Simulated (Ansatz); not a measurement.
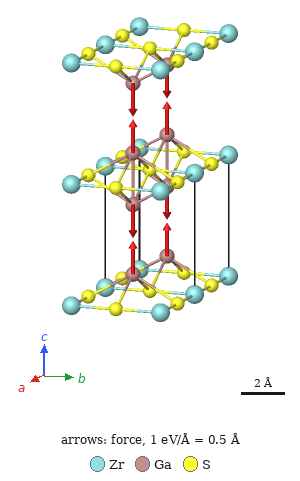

Starting geometry of crystalline ZrGa₂S₂ (a generated structure, set up in P4/mmm) (coarse preliminary run) with the computed forces as red arrows. Style: ball-and-stick. Shown: the cell of the calculation, repeated 2 × 1 × 2 with one cell outlined, slightly off an axis.

Level of theory: DFT PBE, scalar-relativistic, plane waves, PAW in Ansatz 0.2.0. (plane-wave cutoff 420 eV; k-point mesh 4 × 4 × 4; occupations gaussian; smearing width 0.1 eV; no spin polarisation; cell and atoms relaxed; force threshold 0.04 eV/Å; at most 70 steps)

Q: Is this structure relaxed? If not, where do the atoms go?

A: It isn't relaxed: the largest force vector, on Ga atoms, is 3.21 eV/Å. The atoms end up moving mostly along the starting forces (cosine between the two patterns 1.00). The largest moves relative to the cell, 0.21 Å, are those of Ga atoms. Zr and S stay in place. Cell: a = b 4.469 → 5.055 Å (+13.1 %), c 5.807 → 5.413 Å (−6.8 %). Volume +19.3 %. Near-neighbour distances that change, for instance: Ga–S 2.554 → 2.870 Å, S–Zr 2.234 → 2.528 Å, Ga–Ga 2.475 → 2.718 Å. The space group stays P4/mmm (No. 123). The energy falls by 3.645 eV per cell of the calculation in 5 accepted moves (6 points after the start). The largest force component goes from 3.2 to 0.0026 eV/Å. The pressure goes from 28.49 to 0.19 GPa. At 1 point the geometry stayed and the basis and grid were re-selected for the new cell (energy shift of 17.6 meV per cell of the calculation at most each time). The run took 30 s on 1 thread of Arm Neoverse V2, on a shared host, peak memory 0.42 GiB.
